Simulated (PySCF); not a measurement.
SMILES c1(sc(cc1)C)-c1ccco1 (C9H8OS) at its GFN2-xTB optimised geometry (Å):

```
19

C      1.6906    -3.7216    -0.0099
C      1.4174    -2.2605    -0.0052
C      2.3075    -1.2314     0.0019
C      1.7004     0.0399     0.0046
C      0.3339    -0.0212    -0.0003
C     -0.6052     1.0603     0.0000
C     -1.9792     1.0603     0.0000
C     -2.3726     2.4160     0.0000
C     -1.2207     3.1413    -0.0001
O     -0.1464     2.3342     0.0001
S     -0.2171    -1.6702    -0.0082
H      1.2548    -4.1919    -0.8911
H      2.7635    -3.8983    -0.0115
H      1.2567    -4.1974     0.8692
H      3.3733    -1.3776     0.0050
H      2.2406     0.9691     0.0100
H     -2.6127     0.1969     0.0002
H     -3.3733     2.7966     0.0000
H     -1.0373     4.1974    -0.0003
```

Method: PBE/def2-SVP (PySCF 2.14.0). Cells within 0.4 Å of a nucleus heavier than hydrogen are left out (blank, or x).

Map of the log10 of the electron density (e/bohr³), floored at −4 on the plane z = 0.0 Å:

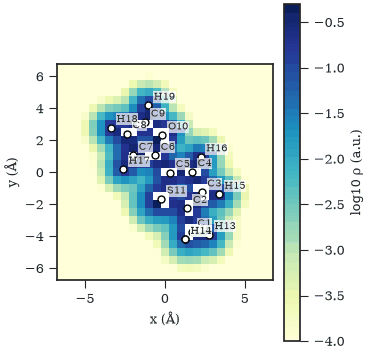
*Log10 of the electron density (e/bohr³), floored at −4 on the plane z = 0.0 Å.*
